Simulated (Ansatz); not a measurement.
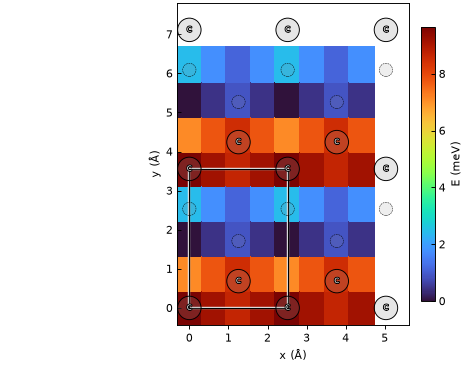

Energy landscape of CO on a C(110) slab cut from the Fd-3m phase, its upper half relaxed before the scan (20 atoms of substrate and one adsorbate in a 2 × 1 cell). CO (O end down) is moved over the surface cell at a fixed height above a rigid substrate; the origin of the map has the adsorbate above C17; the height is held at 3.40 Å. Places are given modulo a cell vector. The map is drawn in real space over the plane of the surface. Grid: 4 × 4 points; 12 points were computed and 4 follow by symmetry. Places are given in fractions of the 1 × 1 surface cell. All energies are given in meV relative to the lowest grid point. At a fixed height the lowest place need not be the adsorption site. Level of theory: DFT PBE+D3(BJ), scalar-relativistic, plane waves, PAW in Ansatz. Settings: cutoff 420 eV, k-mesh 5×8×1, gaussian smearing 0.05 eV, no spin polarisation.

The picture shows one coloured cell a grid point, labelled circles for the atoms of the top layer and small ones for the second layer, the outline of one cell of the 2 × 2 shown. 

> What does the map say about the system?

The lowest grid point is at (0/4, 2/4) of the cell vectors. The highest grid point, the top site over a surface C atom, (0/4, 0/4) of the cell vectors, lies 9.7 meV above the lowest.

The input of one point:

```yaml
crystal:
  lattice:
    - [5.0304222913, 0.0, 0.0]
    - [0.0, 3.5570457144, 0.0]
    - [0.0, 0.0, 23.4251415636]
  atoms:
    - { symbol: C, position: [0.25, 0.0, 0.1707567055] }
    - { symbol: C, position: [0.75, 0.0, 0.1707567055] }
    - { symbol: C, position: [0.0, 0.25, 0.1707567055] }
    - { symbol: C, position: [0.5, 0.25, 0.1707567055] }
    - { symbol: C, position: [0.0, 0.5, 0.2244428517] }
    - { symbol: C, position: [0.5, 0.5, 0.2244428517] }
    - { symbol: C, position: [0.25, 0.75, 0.2244428517] }
    - { symbol: C, position: [0.75, 0.75, 0.2244428517] }
    - { symbol: C, position: [0.25, 0.0023818349, 0.2779881475] }
    - { symbol: C, position: [0.75, 0.0023818349, 0.2779881475] }
    - { symbol: C, position: [0.0, 0.2476181651, 0.2779881475] }
    - { symbol: C, position: [0.5, 0.2476181651, 0.2779881475] }
    - { symbol: C, position: [0.0, 0.5094747643, 0.3331640773] }
    - { symbol: C, position: [0.5, 0.5094747643, 0.3331640773] }
    - { symbol: C, position: [0.25, 0.7405252357, 0.3331640773] }
    - { symbol: C, position: [0.75, 0.7405252357, 0.3331640773] }
    - { symbol: C, position: [0.25, 0.0286707462, 0.3788724836] }
    - { symbol: C, position: [0.75, 0.0286707462, 0.3788724836] }
    - { symbol: C, position: [0.0, 0.2213292538, 0.3788724836] }
    - { symbol: C, position: [0.5, 0.2213292538, 0.3788724836] }
    - { symbol: O, position: [0.25, 0.5286707462, 0.5240156833] }
    - { symbol: C, position: [0.25, 0.5286707462, 0.5731082362] }
basis:
  ecutwfc: 420
kpoints:
  mp_grid: { grid: [5, 8, 1] }
hamiltonian:
  xc: pbe
  pseudopotentials: { kind: paw, azcp: { folder: soft_1 } }
  dispersion: d3bj
scf:
  occupations: { method: gaussian, width: 0.05 }
output:
  forces: true
  eigenvalues: true
  write_density: true
  write_potential: true
  elf: true
  volumetric_format: npy
efield:
  axis: 3
  dipole_correction: true
  ramp_width: 0.04
```

The whole map (12 points run) took 12 min on 2 threads of Arm Neoverse N1 (shared host).
